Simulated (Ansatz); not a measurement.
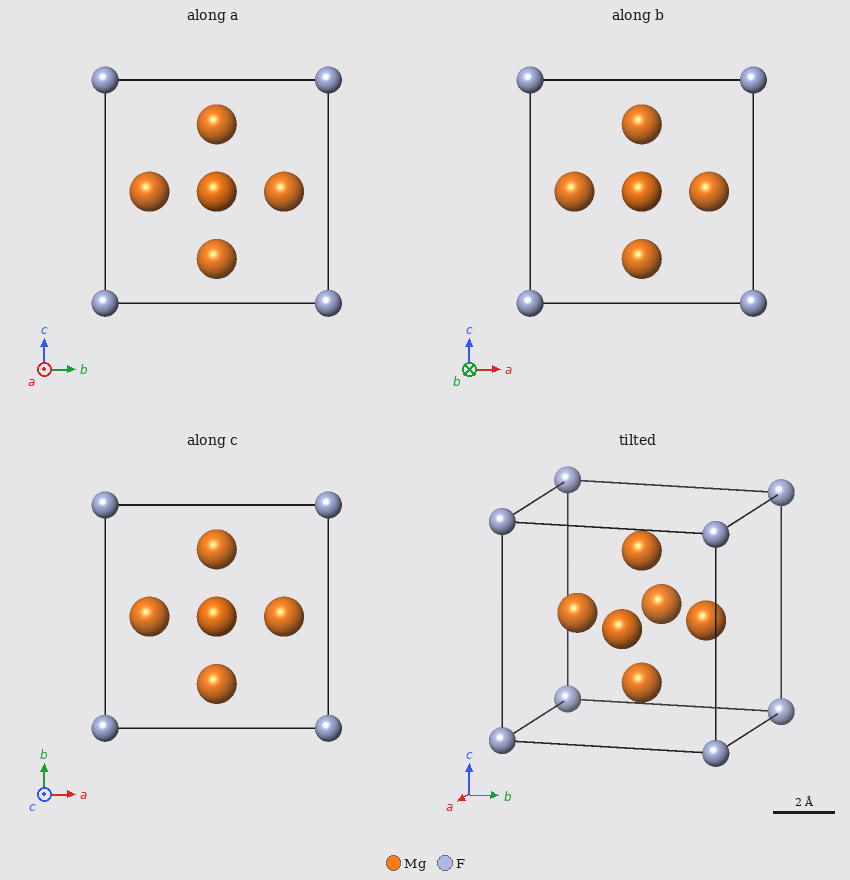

Shown here is a spheres-only view of the crystal, taken along the a axis, along the b axis, along the c axis and slightly off an axis. The lines enclose the conventional unit cell; boundary atoms appear with their images.

Lattice parameters: a = 7.327 Å, b = 7.327 Å, c = 7.327 Å, α = 90.00°, β = 90.00°, γ = 90.00°. Put a along x and b in the xy plane.

Q: Set out the cell and atoms as a POSCAR file, with free fractional coordinates to two decimals.

A:
```
Mg F
1.0
     7.327    0.000    0.000
     0.000    7.327    0.000
     0.000    0.000    7.327
Mg F
6 1
Direct
  0.50 0.50 0.20
  0.50 0.50 0.80
  0.20 0.50 0.50
  0.80 0.50 0.50
  0.50 0.20 0.50
  0.50 0.80 0.50
  0.00 0.00 0.00
```

The model was built from a structure type filled with these elements by a generator (whether the compound takes this form wasn't checked). Earlier steps of the study may have refined or changed the cell and positions. An electronic-structure calculation with Ansatz was run on it.
